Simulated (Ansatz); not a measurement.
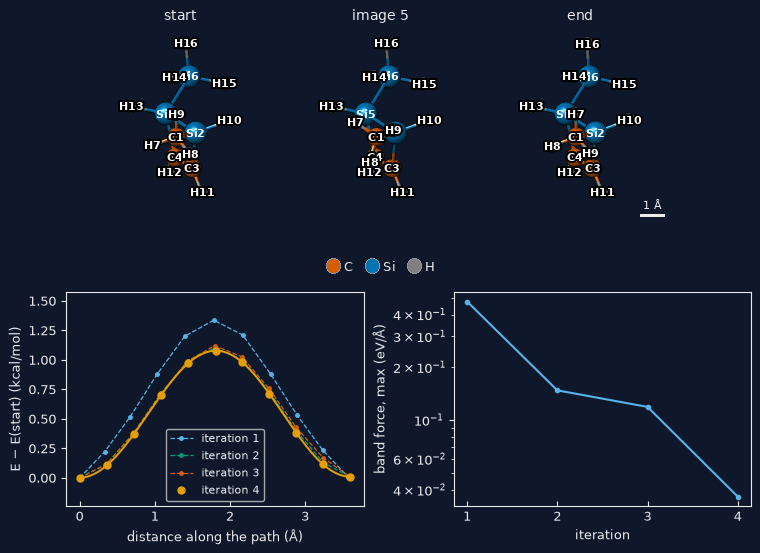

A nudged-elastic-band calculation for C3H10Si3. Images are numbered from 0 (start) to 10 (end). The plot follows the band through its iterations. A ball-and-stick model, seen from a free direction.

These are results of Ansatz, RKS PBE-D4/6-31G, not measurements. Run with 9 movable images; climbing image; force threshold 0.05 eV/Å; iteration limit 34; starting path by image-dependent pair potential.

Judge this run.

The result is final at these settings. The band converged in 4 iterations. The largest component of the band force went from 0.47 to 0.037 eV/Å. The climbing image converged on the top of the path. Its vibrational analysis gives one imaginary mode (127i cm⁻¹), as a transition state must have. The first iteration put the highest image at 1.34 kcal/mol. The barrier is about 1.08 kcal/mol in both directions, with image 5 at the top; the ends have nearly the same energy.

The run took 2.4 min on 1 thread of AMD EPYC 9R45 96-Core Processor (Zen 5), with other jobs on the host, peak memory 0.17 GiB.
